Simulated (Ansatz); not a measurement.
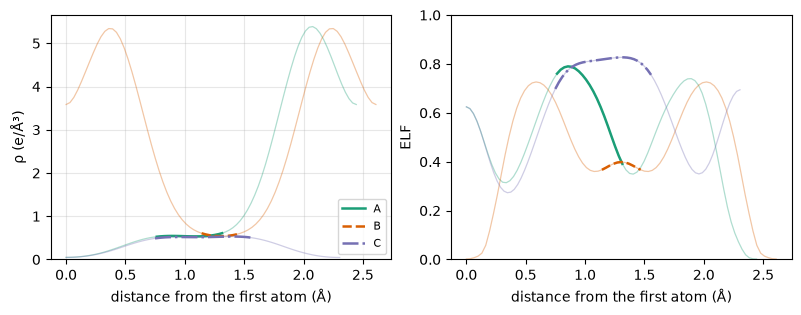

The picture shows: Si3W2. Valence pseudo-density and electron localisation function along straight lines between neighbouring atoms. Thin, pale parts lie inside the atomic spheres.

Space group Cmmm; a structure generated by program, which may or may not match a known phase.

Computed with DFT PBE, scalar-relativistic, plane waves, PAW in Ansatz 0.2.0.

In a PAW calculation such maps are meaningful between the atoms, not at the nuclei.

```yaml
crystal:
  lattice:
    - [5.21917, 0.00000, 0.00000]
    - [0.00000, 7.59926, 0.00000]
    - [0.00000, 0.00000, 4.88829]
  atoms:
    - { symbol: Si, position: [0.25000, 0.25000, 0.50000] }
    - { symbol: Si, position: [0.75000, 0.75000, 0.50000] }
    - { symbol: Si, position: [0.25000, 0.75000, 0.50000] }
    - { symbol: Si, position: [0.75000, 0.25000, 0.50000] }
    - { symbol: Si, position: [0.00000, 0.00000, 0.50000] }
    - { symbol: Si, position: [0.50000, 0.50000, 0.50000] }
    - { symbol: W, position: [0.25000, 0.25000, 0.00000] }
    - { symbol: W, position: [0.75000, 0.75000, 0.00000] }
    - { symbol: W, position: [0.25000, 0.75000, 0.00000] }
    - { symbol: W, position: [0.75000, 0.25000, 0.00000] }
```

> Which curve belongs to which contact (Si–Si, Si–W and W–W)? The first atom named is at distance zero.

Curve A: Si–W (2.44 Å): ρ is about 0.56 e/Å³ halfway; the ELF peaks at about 0.80 in the valence shell of Si, 0.9 Å from its nucleus, and is about 0.50 at the midpoint. Curve B: W–W (2.61 Å): ρ at the midpoint is about 0.54 e/Å³; the ELF is about 0.40 at the midpoint. Curve C: Si–Si (2.30 Å): ρ at the midpoint is about 0.52 e/Å³; the ELF peaks at about 0.85 between the atoms.
